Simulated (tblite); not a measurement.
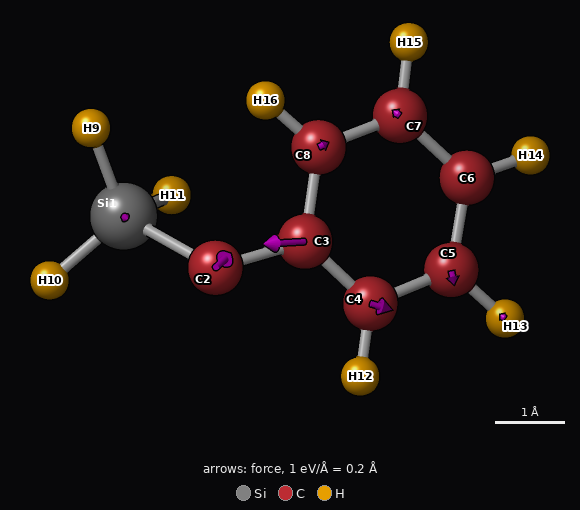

Starting geometry of C7H8Si (multiplicity 3) with the computed forces as purple arrows. Style: ball-and-stick. Shown face on.

Theory: tblite 0.8.0, GFN2-xTB geometry optimisation, gas phase. 

Q: What follows when this structure is relaxed?

A: It isn't relaxed: the largest force vector, on C3, is 3.93 eV/Å. The final displacements have little in common with the starting forces (cosine between the two patterns 0.16). The largest move after the best rigid fit is that of H11, 1.64 Å. Largest moves by element: H 1.64 Å, C 1.12 Å, Si 0.48 Å. Some distances before and after: C2–C3 1.492 → 1.359 Å, Si1–C2 1.900 → 1.819 Å, C3–C4 1.361 → 1.426 Å, C3–C8 1.402 → 1.430 Å. Bond angles that change, for instance: Si1–C2–C3 106.3° → 152.5°, C2–C3–C8 114.8° → 121.4°, C2–Si1–H11 104.5° → 109.6°. Groups turn about Si1–C2 by about 60°, C2–C3 by about 55°. Over 97 geometry steps the energy falls by 21.4 kcal/mol.
